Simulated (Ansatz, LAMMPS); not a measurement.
# Charge trapping in glassy 57SiO2-27Al2O3-16BaO (mol %) (149 atoms)

Aim: add and remove one electron in glassy 57SiO2-27Al2O3-16BaO (mol %) (149 atoms), with atoms held and relaxed, and read trapping energy and localisation.

Calculated with Ansatz 0.2.0; Kohn-Sham DFT, PBE, PAW (set soft_2), plane waves.

### 1. Starting point

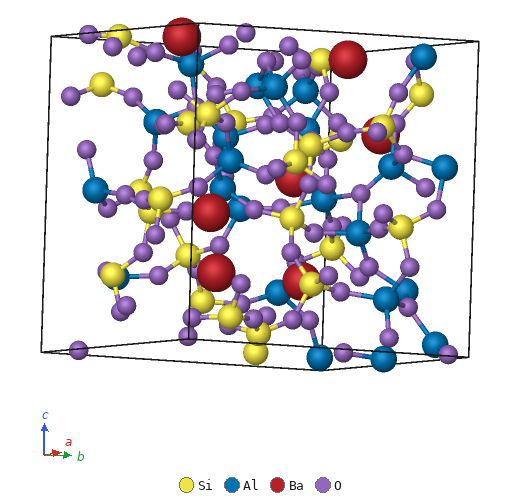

The cell as given, slightly off an axis (silicon yellow, aluminium blue, barium red, oxygen purple). Bonds to atoms that aren't drawn are left out. Some periodic images of atoms are drawn too.

The cell holds 149 atoms: 25 Si, 24 Al, 7 Ba and 93 O. Cell: a = 12.759 Å, b = 12.759 Å, c = 12.759 Å, α = 90.0°, β = 90.0°, γ = 90.0°. 149 atoms (25 Si, 24 Al, 7 Ba, 93 O) placed at random at 3.04 g/cm³, melted at 4000 K for 10 ps at fixed volume with the Morse and Coulomb pair potential with partial charges (Pedone, Malavasi, Menziani, Cormack and Segre, J. Phys. Chem. B 110, 11780 (2006)). Quenched from 4000 K to 300 K at 25 K/ps and fixed volume, held 5 ps.

What the set-up can't give: The quench rate of 25 K/ps is orders of magnitude faster than experiment, which tends to freeze in extra defects. The network of bonds at the start is that of the classical potential that made the cell, and needn't be the one that DFT or experiment would give. Sampling is at Γ alone, for a cell whose shortest periodic width is 13 Å. Spin–orbit coupling is left out, which matters for the levels of the heavy elements.

### 2. Single point at the start

The forces at the start show how far the geometry lies from a minimum of this functional.

input.yaml reads:

```yaml
crystal:
  lattice:
    - [12.7591, 0.0, 0.0]
    - [0.0, 12.7591, 0.0]
    - [0.0, 0.0, 12.7591]
  atoms:
    - { symbol: Si, position: [0.40445, 0.16267, 0.43827] }
    - { symbol: Si, position: [0.801, 0.14828, 0.72895] }
    - { symbol: Si, position: [0.16423, 0.42629, 0.32439] }
    - { symbol: Si, position: [0.27396, 0.09871, 0.99365] }
    - { symbol: Si, position: [0.89707, 0.41423, 0.58932] }
    - { symbol: Si, position: [0.45559, 0.5258, 0.01046] }
    - { symbol: Si, position: [0.67217, 0.58575, 0.66039] }
    - { symbol: Si, position: [0.01274, 0.56109, 0.19372] }
    - { symbol: Si, position: [0.76419, 0.5558, 0.21558] }
    - { symbol: Si, position: [0.87214, 0.73477, 0.71927] }
    - { symbol: Si, position: [0.0909, 0.28665, 0.52109] }
    - { symbol: Si, position: [0.88958, 0.80232, 0.40472] }
    - { symbol: Si, position: [0.39511, 0.7581, 0.95095] }
    - { symbol: Si, position: [0.0498, 0.46776, 0.95364] }
    - { symbol: Si, position: [0.6683, 0.97556, 0.84433] }
    - { symbol: Si, position: [0.62765, 0.07877, 0.46338] }
    - { symbol: Si, position: [0.63584, 0.54577, 0.42865] }
    - { symbol: Si, position: [0.30246, 0.08771, 0.23723] }
    - { symbol: Si, position: [0.49049, 0.24325, 0.71856] }
    - { symbol: Si, position: [0.89934, 0.199, 0.08668] }
    - { symbol: Si, position: [0.01759, 0.17677, 0.85694] }
    - { symbol: Si, position: [0.08206, 0.6187, 0.75914] }
    - { symbol: Si, position: [0.09677, 0.9912, 0.72777] }
    - { symbol: Si, position: [0.25425, 0.89139, 0.37064] }
    - { symbol: Si, position: [0.74037, 0.38458, 0.05051] }
    - { symbol: Al, position: [0.27124, 0.3589, 0.92237] }
    - { symbol: Al, position: [0.1731, 0.82108, 0.86839] }
    - { symbol: Al, position: [0.28051, 0.48651, 0.69695] }
    - { symbol: Al, position: [0.01725, 0.59638, 0.4716] }
    - { symbol: Al, position: [0.4509, 0.39226, 0.52221] }
    - { symbol: Al, position: [0.79444, 0.98674, 0.04755] }
    - { symbol: Al, position: [0.92954, 0.84203, 0.94472] }
    [... 111 atom lines left out ...]
    - { symbol: O, position: [0.97363, 0.66298, 0.69367] }
    - { symbol: O, position: [0.82088, 0.83797, 0.64011] }
    - { symbol: O, position: [0.16028, 0.04919, 0.00211] }
    - { symbol: O, position: [0.07526, 0.50564, 0.28916] }
    - { symbol: O, position: [0.34753, 0.83986, 0.43112] }
    - { symbol: O, position: [0.57071, 0.01037, 0.91233] }
kpoints:
  mp_grid: { grid: [1, 1, 1] }
hamiltonian:
  xc: pbe
scf:
  occupations: { method: fixed }
output:
  forces: true
```

Launch:

```console
> ansatz run input.yaml --threads 4 --pin off --max-ram 15872MiB --backend cpu --events-out ev --progress --plain --runs-dir out
```

Numbers of over 12 decimals in the logs are rounded to 6 here.

Log:

```text
[...]
Pseudopotentials: kind: paw
Pseudopotential: Si, paw, valence charge 4, recommended cutoff 420 eV (normal), Si.paw.azcp
Pseudopotential: Al, paw, valence charge 3, recommended cutoff 420 eV (normal), Al.paw.azcp
Pseudopotential: Ba, paw, valence charge 10, recommended cutoff 420 eV (normal), Ba.paw.azcp
Pseudopotential: O, paw, valence charge 6, recommended cutoff 420 eV (normal), O.paw.azcp
[... 5 lines on functional and potentials left out ...]
Crystal: 149 atoms, lattice volume = 2077.113 Å³
Basis set: ecut = 420 eV, 40651 PW (Γ), exchange–correlation on 180×180×180 points (8 copies of the dense FFT grid, shifted against one another)
Bands: 549, of which v1, the nominal top of the filled ones, is band 400 counted from 1 (399 counted from 0)
Symmetry: 1 space group operations
Space group: P1 (ITA 1), of the structure as read, at distance tolerance 1.3e-4 Å
k-points: 1
[... 9 lines on functional and potentials left out ...]
Initial density: superposition of atomic densities (neutral atoms: chi_scale 0, normalization atom), corrected by the library's trained network
Initial wavefunctions: pseudopotential atomic-orbital guess
[...]
SCF iter   1: F=—  HF=-123391.474557 eV  |F-HF|=—  |Δ(HF+E_count)|=         —  Δρ=2.10e-3  dr2=1.55e-1  ethr=1.77e-3  ⟨swp⟩=6.0  Hψ=1903  notcnv=0  defer=146
preconditioner: auto → Resta (q_TF=auto, 2.327 Å⁻¹)  ε∞=3.2  [insulator: Δε(μ)=3.122 eV  Ē_g=15.265 eV  n_scr=460 (ndim 8)  ℏωp=22.8 eV  f_vac=0.108  ε∞_Penn≈3.2]
SCF iter   2: F=—  HF=-123391.475817 eV  |F-HF|=—  |Δ(HF+E_count)|=   1.26e-3  Δρ=1.14e-3  dr2=4.16e-2  ethr=1.94e-5  ⟨swp⟩=3.0  Hψ=840  notcnv=0  defer=147
SCF iter   3: F=—  HF=-123391.477104 eV  |F-HF|=—  |Δ(HF+E_count)|=   1.29e-3  Δρ=5.79e-4  dr2=1.14e-2  ethr=5.20e-6  ⟨swp⟩=4.0  Hψ=721  notcnv=0  defer=124
automatic band count: iteration 3 solves 526 bands in place of 549: the levels show a gap, and the empty bands left out lie too high to hold charge; the band table lists the bands solved (type scf.n_extra_bands for more)
SCF iter   4: F=—  HF=-123391.475817 eV  |F-HF|=—  |Δ(HF+E_count)|=   1.29e-3  Δρ=1.85e-4  dr2=8.27e-4  ethr=1.42e-6  ⟨swp⟩=3.0  Hψ=721  notcnv=0  defer=124
SCF iter   5: F=—  HF=-123391.475946 eV  |F-HF|=—  |Δ(HF+E_count)|=   1.29e-4  Δρ=1.17e-4  dr2=2.42e-4  ethr=1.03e-7  ⟨swp⟩=2.0  Hψ=718  notcnv=0  defer=124
SCF iter   6: F=—  HF=-123391.475921 eV  |F-HF|=—  |Δ(HF+E_count)|=   2.56e-5  Δρ=3.13e-5  dr2=1.95e-5  ethr=3.02e-8  ⟨swp⟩=2.0  Hψ=795  notcnv=0  defer=124
SCF iter   7: F=—  HF=-123391.476234 eV  |F-HF|=—  |Δ(HF+E_count)|=   3.13e-4  Δρ=1.30e-5  dr2=3.62e-6  ethr=2.44e-9  ⟨swp⟩=2.0  Hψ=919  notcnv=0  defer=124
SCF iter   8: F=—  HF=-123391.476236 eV  |F-HF|=—  |Δ(HF+E_count)|=   2.67e-6  Δρ=9.75e-6  dr2=1.62e-6  ethr=4.53e-10  ⟨swp⟩=2.0  Hψ=784  notcnv=0  defer=124
SCF iter   9: F=-123391.476236 eV  HF=-123391.476236 eV  |F-HF|=4.04e-8  |Δ(HF+E_count)|=   9.17e-8  Δρ=1.90e-6  dr2=7.47e-8  ethr=1.25e-11  ⟨swp⟩=3.0  Hψ=1937  notcnv=0
SCF 1 converged in 9 iterations: F = -123391.476236 eV  dr2 = 7.47e-8
[...]
SCF converged after 9 iterations
Free energy (F): -123391.476236 eV
Harris-Foulkes:  -123391.476236 eV  (|F-HF|=4.04e-8)
Internal energy: -123391.476236 eV  (E = F + TS)
E sigma→0 (E₀):  -123391.476236 eV
Fermi energy:    4.481224 eV
--- Per-component energies (eV) ---
[...]
Σ components = -123391.476236   (vs F -123391.476236, Δ=0.00e0)
--- Forces (eV/Å), atoms counted from 1 ---
  atom   1  Si    -0.27675045    -1.55953582    -1.72802847
  atom   2  Si     1.65548187    -0.92866868     0.69496961
  atom   3  Si    -0.03222841    -0.99056982     2.91912117
  atom   4  Si     0.63311691     0.38666384     1.98774977
[...]
atom 149  O     -1.88155814     1.03967797    -0.09307886
  max |Σ_I F_I| component: 1.04e-4 eV/Å
```

Run time: 33 s. Hardware: 4 threads of Arm Neoverse V1, shared host; peak memory 2.9 GiB; 2.1 min of CPU time.

In the SCF lines HF is the Harris–Foulkes energy and dr2 the Hartree energy of the density residual, in eV; the loop may stop once dr2 is under the threshold and the program's other checks hold. Hψ counts applications of the Hamiltonian.

The r.m.s. force at the start is 1.2 eV/Å.

### 3. Relaxation

The atoms are relaxed in the fixed cell, aiming at the force tolerance of the input.

input.yaml reads:

```yaml
crystal:
  lattice:
    - [12.7591, 0.0, 0.0]
    - [0.0, 12.7591, 0.0]
    - [0.0, 0.0, 12.7591]
  atoms:
    [... the 149 atom lines of step 2 ...]
kpoints:
  mp_grid: { grid: [1, 1, 1] }
hamiltonian:
  xc: pbe
scf:
  occupations: { method: fixed }
output:
  forces: true
relax:
  f_tol: 0.05
  max_steps: 120
```

Log:

```text
[...]
Crystal: 149 atoms, lattice volume = 2077.113 Å³
Basis set: ecut = 420 eV, 40651 PW (Γ), exchange–correlation on 180×180×180 points (8 copies of the dense FFT grid, shifted against one another)
Bands: 549, of which v1, the nominal top of the filled ones, is band 400 counted from 1 (399 counted from 0)
Symmetry: 1 space group operations
[...]
k-points: 1
[...]
SCF iter   1: F=—  HF=-123391.474555 eV  |F-HF|=—  |Δ(HF+E_count)|=         —  Δρ=2.10e-3  dr2=1.55e-1  ethr=1.77e-3  ⟨swp⟩=6.0  Hψ=1903  notcnv=0  defer=146
[...]
SCF iter   6: F=-123391.476229 eV  HF=-123391.476229 eV  |F-HF|=2.02e-7  |Δ(HF+E_count)|=   1.02e-5  Δρ=3.13e-5  dr2=1.96e-5  ethr=7.81e-9  ⟨swp⟩=2.0  Hψ=1725  notcnv=0
SCF 1 converged in 6 iterations: F = -123391.476229 eV  dr2 = 1.96e-5
[...]
relax step   1: F+E_penalty+E_count = -123391.47622881 eV  Δ(F+E_penalty+E_count) = +0.000e0 eV  max|allowed force component| = 5.471e0 eV/Å  Δτ_max = 0.0000 Å  (6 SCF iters, dr2 threshold 6.25e-5 eV, accepted)
[... from here on, the SCF cycles and remarks between the steps are left out ...]
relax step   2: F+E_penalty+E_count = -123397.31604693 eV  Δ(F+E_penalty+E_count) = -5.840e0 eV  max|allowed force component| = 3.111e0 eV/Å  Δτ_max = 0.1950 Å  (6 SCF iters, dr2 threshold 1.00e-4 eV, accepted)
relax step   3: F+E_penalty+E_count = -123401.69136222 eV  Δ(F+E_penalty+E_count) = -4.375e0 eV  max|allowed force component| = 9.727e-1 eV/Å  Δτ_max = 0.1951 Å  (8 SCF iters, dr2 threshold 1.00e-4 eV, accepted)
relax step   4: F+E_penalty+E_count = -123402.46651601 eV  Δ(F+E_penalty+E_count) = -7.752e-1 eV  max|allowed force component| = 5.279e-1 eV/Å  Δτ_max = 0.2000 Å  (6 SCF iters, dr2 threshold 9.25e-5 eV, accepted)
relax step   5: F+E_penalty+E_count = -123403.00182018 eV  Δ(F+E_penalty+E_count) = -5.353e-1 eV  max|allowed force component| = 4.139e-1 eV/Å  Δτ_max = 0.2000 Å  (7 SCF iters, dr2 threshold 2.72e-5 eV, accepted)
relax step   6: F+E_penalty+E_count = -123403.19264816 eV  Δ(F+E_penalty+E_count) = -1.908e-1 eV  max|allowed force component| = 4.780e-1 eV/Å  Δτ_max = 0.2000 Å  (7 SCF iters, dr2 threshold 5.05e-5 eV, accepted)
relax step   7: F+E_penalty+E_count = -123403.37725599 eV  Δ(F+E_penalty+E_count) = -1.846e-1 eV  max|allowed force component| = 2.256e-1 eV/Å  Δτ_max = 0.2000 Å  (6 SCF iters, dr2 threshold 1.00e-4 eV, accepted)
relax step   8: F+E_penalty+E_count = -123403.42603054 eV  Δ(F+E_penalty+E_count) = -4.877e-2 eV  max|allowed force component| = 1.540e-1 eV/Å  Δτ_max = 0.0617 Å  (6 SCF iters, dr2 threshold 1.13e-5 eV, accepted)
relax step   9: F+E_penalty+E_count = -123403.45372748 eV  Δ(F+E_penalty+E_count) = -2.770e-2 eV  max|allowed force component| = 2.367e-1 eV/Å  Δτ_max = 0.2000 Å  (8 SCF iters, dr2 threshold 5.28e-6 eV, accepted)
relax step  10: F+E_penalty+E_count = -123403.48805822 eV  Δ(F+E_penalty+E_count) = -3.433e-2 eV  max|allowed force component| = 3.548e-1 eV/Å  Δτ_max = 0.2000 Å  (7 SCF iters, dr2 threshold 2.61e-5 eV, accepted)
relax step  11: F+E_penalty+E_count = -123403.52731964 eV  Δ(F+E_penalty+E_count) = -3.926e-2 eV  max|allowed force component| = 2.234e-1 eV/Å  Δτ_max = 0.2000 Å  (6 SCF iters, dr2 threshold 1.00e-4 eV, accepted)
relax step  12: F+E_penalty+E_count = -123403.48341506 eV  Δ(F+E_penalty+E_count) = +4.390e-2 eV  max|allowed force component| = 2.519e-1 eV/Å  Δτ_max = 0.2000 Å  (7 SCF iters, dr2 threshold 1.98e-5 eV, rejected (line search))
relax step  13: F+E_penalty+E_count = -123403.55263191 eV  Δ(F+E_penalty+E_count) = -2.531e-2 eV  max|allowed force component| = 1.182e-1 eV/Å  Δτ_max = 0.0615 Å  (9 SCF iters, accepted)
relax step  14: F+E_penalty+E_count = -123403.55833010 eV  Δ(F+E_penalty+E_count) = -5.698e-3 eV  max|allowed force component| = 1.229e-1 eV/Å  Δτ_max = 0.1000 Å  (7 SCF iters, dr2 threshold 3.90e-6 eV, accepted)
relax step  15: F+E_penalty+E_count = -123403.56516615 eV  Δ(F+E_penalty+E_count) = -6.836e-3 eV  max|allowed force component| = 8.244e-2 eV/Å  Δτ_max = 0.0224 Å  (6 SCF iters, dr2 threshold 4.22e-6 eV, accepted)
relax step  16: F+E_penalty+E_count = -123403.58587926 eV  Δ(F+E_penalty+E_count) = -2.071e-2 eV  max|allowed force component| = 2.396e-1 eV/Å  Δτ_max = 0.1647 Å  (8 SCF iters, dr2 threshold 3.06e-6 eV, accepted)
relax step  17: F+E_penalty+E_count = -123403.59815925 eV  Δ(F+E_penalty+E_count) = -1.228e-2 eV  max|allowed force component| = 1.145e-1 eV/Å  Δτ_max = 0.0419 Å  (5 SCF iters, dr2 threshold 2.58e-5 eV, accepted)
relax step  18: F+E_penalty+E_count = -123403.58469817 eV  Δ(F+E_penalty+E_count) = +1.346e-2 eV  max|allowed force component| = 2.149e-1 eV/Å  Δτ_max = 0.2000 Å  (7 SCF iters, dr2 threshold 3.00e-6 eV, rejected (line search))
relax step  19: F+E_penalty+E_count = -123403.61253721 eV  Δ(F+E_penalty+E_count) = -1.438e-2 eV  max|allowed force component| = 7.888e-2 eV/Å  Δτ_max = 0.0721 Å  (9 SCF iters, accepted)
relax step  20: F+E_penalty+E_count = -123403.61443233 eV  Δ(F+E_penalty+E_count) = -1.895e-3 eV  max|allowed force component| = 1.156e-1 eV/Å  Δτ_max = 0.0242 Å  (7 SCF iters, accepted)
relax step  21: F+E_penalty+E_count = -123403.61451528 eV  Δ(F+E_penalty+E_count) = -8.294e-5 eV  max|allowed force component| = 7.851e-2 eV/Å  Δτ_max = 0.0262 Å  (6 SCF iters, dr2 threshold 6.34e-6 eV, accepted)
relax step  22: F+E_penalty+E_count = -123403.61750839 eV  Δ(F+E_penalty+E_count) = -2.993e-3 eV  max|allowed force component| = 2.084e-2 eV/Å  Δτ_max = 0.0142 Å  (5 SCF iters, dr2 threshold 2.84e-6 eV, accepted)
relax step  23: F+E_penalty+E_count = -123403.61750931 eV  Δ(F+E_penalty+E_count) = -9.155e-7 eV  max|allowed force component| = 2.081e-2 eV/Å  Δτ_max = 0.0000 Å  (4 SCF iters, accepted)
SCF converged after 4 iterations
Free energy (F): -123403.617509 eV
[...]
Internal energy: -123403.617509 eV  (E = F + TS)
E sigma→0 (E₀):  -123403.617509 eV
Fermi energy:    4.020552 eV
[...]
--- Forces (eV/Å), atoms counted from 1 ---
  atom   1  Si     0.00007832     0.00176091     0.01209899
  atom   2  Si     0.00048121    -0.01004504     0.00337440
  atom   3  Si     0.00347217     0.00288925     0.00177184
  atom   4  Si    -0.01163432    -0.00399816     0.00031169
  atom   5  Si    -0.00001963     0.00071896     0.00309031
  atom   6  Si     0.00282335    -0.01919037     0.01171780
  atom   7  Si    -0.01016685     0.00411924     0.01135912
  atom   8  Si    -0.00183525    -0.00178625    -0.00103219
  atom   9  Si     0.00622144    -0.00532229    -0.00451277
  atom  10  Si    -0.01026978    -0.00012925     0.00424407
  atom  11  Si    -0.00205229    -0.00546732     0.00407486
  atom  12  Si     0.00222477     0.01287398     0.00452797
  atom  13  Si    -0.01328081    -0.01051826    -0.01137130
  atom  14  Si     0.00107046    -0.00051477     0.00028732
[...]
atom 148  O      0.00143481     0.00722218    -0.00694093
  atom 149  O     -0.00729725    -0.00393743     0.00481053
  max |Σ_I F_I| component: 1.22e-4 eV/Å
--- Relaxed structure (23 steps of the walk, 21 accepted, 0 SCFs on fresh bases) ---
  F+E_penalty+E_count = -123403.61750931 eV   max|allowed force component| = 2.081e-2 eV/Å
  atoms:
    - { symbol: Si, position: [0.406128, 0.164409, 0.431996] }
    - { symbol: Si, position: [0.807367, 0.140456, 0.734665] }
    - { symbol: Si, position: [0.160850, 0.426160, 0.315252] }
    - { symbol: Si, position: [0.279023, 0.106444, 1.004926] }
[...]
- { symbol: O, position: [0.555192, -0.011385, 0.899501] }
```

Wall time 9.5 min (4 threads); peak memory 2.9 GiB.

The relaxation converged after 23 steps, 12.1 eV below its start, with a largest force component of 0.021 eV/Å.

(Part 1 of 4 ends here.)

[Logs are printed without paths, hosts, clocks, repeated set-up lines and the standing remarks that a program may print on its own settings, such as how far it seeks lower states.]

[Hosts, paths, dates, database ids (printed as entryN), source tags and the programs' standing remarks are cut or masked in the printed files.]
